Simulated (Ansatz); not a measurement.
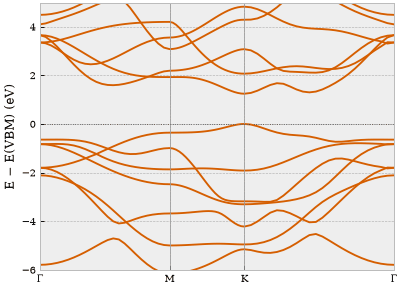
*Band structure from LDA in the plane-wave PAW code Ansatz*

### Question
Read off the gap and where the band edges lie.

### Answer
About 1.2 eV (1.24 eV by a search for the band edges); maximum at K, minimum at K.

The material is monolayer Te2W (1H, P-6m2 in the vacuum cell, 3 atoms).

The layer was cut from a bulk entry of the Materials Project (measured or hypothetical); whether that bulk phase is the ambient one, and whether the layer has been isolated, was not checked. The LDA relaxation kept the symmetry of its start; its stability against distortions is not shown here. No spin polarisation was allowed. Spin–orbit coupling is left out wherever it is not named.

Potentials: the later of the program's two PAW sets.
